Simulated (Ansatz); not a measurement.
Ge$_{3}$H$_{6}$: phonon calculation

- system: Ge$_{3}$H$_{6}$, SMILES [GeH2]1[GeH2][GeH2]1
- method: RKS B3LYP-D4/def2-SVP (Ansatz 0.2.0)

Figures and captions count atoms from 1; the log counts them from 0 in places.

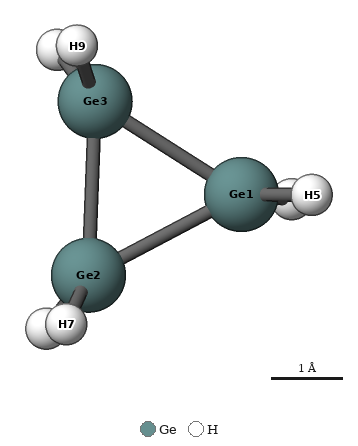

Figure 1. The structure as given in the input (ball-and-stick view, seen at a tilt; atoms are numbered from 1 in the order of the input). Sticks mark near contacts. Bond lengths as drawn: Ge–Ge 2.46 Å and Ge–H 1.54 Å.

## Input
```yaml
crystal:
  periodic: [false, false, false]
  atoms:
    - { symbol: Ge, position_ang: [-0.99253, 0.3189, -0.963006] }
    - { symbol: Ge, position_ang: [1.296101, 0.569156, -0.101597] }
    - { symbol: Ge, position_ang: [-0.303586, -0.888079, 1.064546] }
    - { symbol: H, position_ang: [-1.213701, -0.477298, -2.262458] }
    - { symbol: H, position_ang: [-1.970064, 1.501208, -0.82891] }
    - { symbol: H, position_ang: [2.458351, -0.075503, -0.87943] }
    - { symbol: H, position_ang: [1.701062, 1.901772, 0.555346] }
    - { symbol: H, position_ang: [-0.110181, -2.414027, 0.990289] }
    - { symbol: H, position_ang: [-0.865444, -0.436119, 2.425241] }
basis:
  gaussian: { orbitals: def2-SVP }
hamiltonian:
  xc: { name: B3LYP }
  dispersion: d4
phonons: {}
```

Machine: 1 thread of Arm Neoverse V1, 24 GiB of memory available, shared host.

Run as:
```bash
ansatz run input.yaml --threads 1 --pin off --max-ram 2560MiB --backend cpu --events-out ev --progress --plain --runs-dir out
```

## Output
```
Engine: ansatz 0.2.0, aarch64-unknown-linux-gnu
Functional definition: B3LYP
  parameter a0 = 0.2
  parameter ax = 0.72
  parameter ac = 0.81
  exchange = (1 - a0 - ax)*slater_x + ax*b88_x + a0*exact_x
  correlation = (1 - ac)*vwn_rpa_c + ac*lyp_c
1348 factors; integrals over basis functions are off by at most 2.7e-4 eV
mean field evaluation 1: about -169633.5451 eV, gradient 2.5e1 eV
mean field evaluation 2: about -169633.9496 eV, gradient 2.1e1 eV
mean field evaluation 4: about -169634.3049 eV, gradient 5.3e-1 eV
mean field evaluation 8: about -169634.3069 eV, gradient 5.4e-3 eV
mean field -169634.30690458 eV, -6233.9457964803 hartree, gradient 1.1e-5 eV, S^2 0.000000; 0 other end points of the search recorded, 0 dependent functions left out
the calculation of the forces begins
reference -169634.30719361 eV, -6233.9458071019 hartree; 51, 51 occupied and 75, 75 virtual orbitals, 1348 factors
these checks for a lower state are left out or cut short: stability, starts, cluster_reference, orbital_swaps, neighbouring_geometries, increment
1348 factors; integrals over basis functions are off by at most 2.7e-4 eV
mean field evaluation 16: about -169634.3068 eV, gradient 1.3e-1 eV
mean field -169634.30681094 eV, -6233.9457930390 hartree, gradient 1.5e-6 eV, S^2 0.000000; 0 other end points of the search recorded, 0 dependent functions left out
[... from here on the field's lines of each further geometry are left out, up to the last ...]
the calculation of the forces begins
reference -169634.30718228 eV, -6233.9458066857 hartree; 51, 51 occupied and 75, 75 virtual orbitals, 1348 factors
these checks for a lower state are left out or cut short: stability, starts, cluster_reference, orbital_swaps, neighbouring_geometries, increment
1348 factors; integrals over basis functions are off by at most 2.7e-4 eV
mean field -169634.30683478 eV, -6233.9457939153 hartree, gradient 1.2e-6 eV, S^2 0.000000; 0 other end points of the search recorded, 0 dependent functions left out
the calculation of the forces begins
reference -169634.30712379 eV, -6233.9458045361 hartree; 51, 51 occupied and 75, 75 virtual orbitals, 1348 factors
Total energy: -169634.65007933 eV, -6233.9584079196 hartree
Atom 0 at    -0.992530     0.318900    -0.963006 Å, force     0.000693     0.000222    -0.000065 eV/Å
Atom 1 at     1.296101     0.569156    -0.101597 Å, force    -0.000460    -0.000408     0.000601 eV/Å
Atom 2 at    -0.303586    -0.888079     1.064546 Å, force    -0.000280     0.000140    -0.000560 eV/Å
Atom 3 at    -1.213701    -0.477298    -2.262458 Å, force    -0.000090    -0.000068     0.000070 eV/Å
Atom 4 at    -1.970064     1.501208    -0.828910 Å, force    -0.000101    -0.000076     0.000219 eV/Å
Atom 5 at     2.458351    -0.075503    -0.879430 Å, force    -0.000169    -0.000082    -0.000130 eV/Å
Atom 6 at     1.701062     1.901772     0.555346 Å, force     0.000082     0.000194    -0.000183 eV/Å
Atom 7 at    -0.110181    -2.414027     0.990289 Å, force     0.000321    -0.000013     0.000089 eV/Å
Atom 8 at    -0.865444    -0.436119     2.425241 Å, force     0.000004     0.000091    -0.000041 eV/Å
Dipole moment:    -0.000010    -0.000005    -0.000023 e Å
Vibrations: 218.43 218.51 239.03 239.40 242.92 299.07 322.98 538.40 538.50 591.69 591.84 623.57 814.56 831.66 831.78 2102.26 2106.78 2106.79 2128.37 2128.38 2142.81 cm⁻¹, zero-point energy 1.231022 eV
```

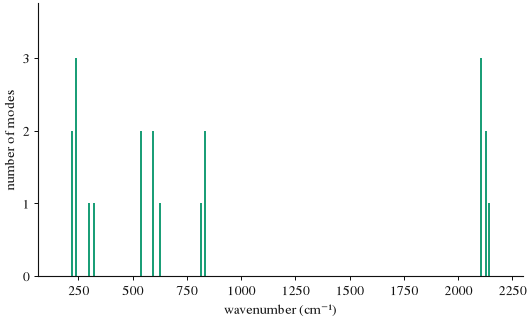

Figure 2. Harmonic vibrational wavenumbers from the force constants; neighbouring modes closer than 9 cm⁻¹ are counted in one stick. 21 modes from 218 to 2143 cm⁻¹, none imaginary.

## Summary

- outcome: converged
- total energy: −169634.6501 eV
- mean-field energy: −169634.3072 eV
- largest force (length of the vector): 0.001 eV/Å
- wall time: 5.5 min
- peak memory: 0.37 GiB
